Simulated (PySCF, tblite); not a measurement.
# C2H7B2F2N: geometry, infrared bands and NMR shifts

What infrared bands and NMR shifts should C2H7B2F2N (`CB(N)CB(F)F`) show?

Programs: tblite 0.8.0 and PySCF 2.14.0, with density-fitted response routines of our own. Each step states its level of theory. These are calculated values for one molecule in the gas phase, unless marked as measured. Atoms are numbered from 0 throughout.

### 1 The molecule as given

14 atoms, charge 0, multiplicity 1; geometry from: force field or distance geometry start.

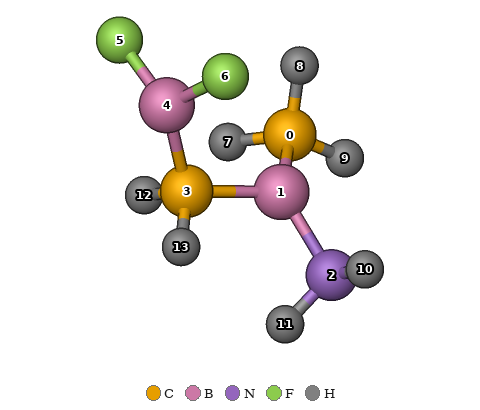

The starting geometry (carbon amber, boron pink, nitrogen purple, fluorine green, hydrogen grey), atoms numbered.

### 2 Geometry optimisation with GFN2-xTB

The job: settings as JSON, then the geometry in Å.

```
{"job": {"kind": "relax", "xc": "GFN2-xTB", "basis": "xTB"}, "charge": 0, "multiplicity": 1}
C     -1.153000    -1.157800     0.417000
B     -0.460900     0.279100     0.330400
N     -1.242200     1.559900     0.567600
C      0.689100     0.361800    -0.782000
B      2.025600    -0.337300    -0.318800
F      2.221000    -1.702900    -0.784800
F      2.623400     0.036700     0.945500
H     -1.202200    -1.540400    -0.627200
H     -0.549500    -1.862300     1.033900
H     -2.183800    -1.064000     0.851400
H     -0.728300     2.083900     1.312200
H     -1.169400     2.117700    -0.328700
H      0.266000    -0.198000    -1.635400
H      0.863600     1.423000    -1.003300
```

Launch:

```bash
$ OMP_NUM_THREADS=1 python probes_run.py task.json out
```

The driver reads the jobs from task.json and runs them one after another.

**Question.** This job is followed by: GFN2-xTB harmonic vibrations, gas phase; GIAO PBE0/pcSseg-1 NMR shielding, non-relativistic, gas phase. Predict these results of the whole session: strongest single infrared mode (GFN2-xTB); zero-point energy (GFN2-xTB); 13C shifts against TMS (PBE0/pcSseg-1); 1H shifts against TMS (PBE0/pcSseg-1, means over atoms taken as alike); 11B shifts against BF3·OEt2 (PBE0/pcSseg-1); 15N shifts against NH3 (PBE0/pcSseg-1); 19F shifts against CFCl3 (PBE0/pcSseg-1, means over atoms taken as alike).

As calculated:

| quantity | value |
| --- | --- |
| strongest single infrared mode (GFN2-xTB) | 1268 cm⁻¹, 495 km/mol |
| zero-point energy (GFN2-xTB) | 64.8 kcal/mol |
| 13C shifts against TMS (PBE0/pcSseg-1) | 10.3, 7.5 ppm |
| 1H shifts against TMS (PBE0/pcSseg-1, means over atoms taken as alike) | 4.04, 0.73, 0.42 ppm |
| 11B shifts against BF3·OEt2 (PBE0/pcSseg-1) | 42.6, 28.4 ppm |
| 15N shifts against NH3 (PBE0/pcSseg-1) | 112.2 ppm |
| 19F shifts against CFCl3 (PBE0/pcSseg-1, means over atoms taken as alike) | -72.2 ppm |

**Reading.** Over 137 steps the energy fell by 2.184 eV; of the close pairs, B1–N2 changed most, 1.519 to 1.381 Å. No mode is imaginary among the 36: a minimum at this level. The strongest single mode, at 1268 cm⁻¹, moves mainly B4. GFN2-xTB is a fitted tight-binding method: band positions and strengths are rough. Its intensities can rank the bands wrongly. At PBE0/pcSseg-1: Shielding is most anisotropic at F5, F6 (span 288 ppm, paramagnetic term -225 ppm).
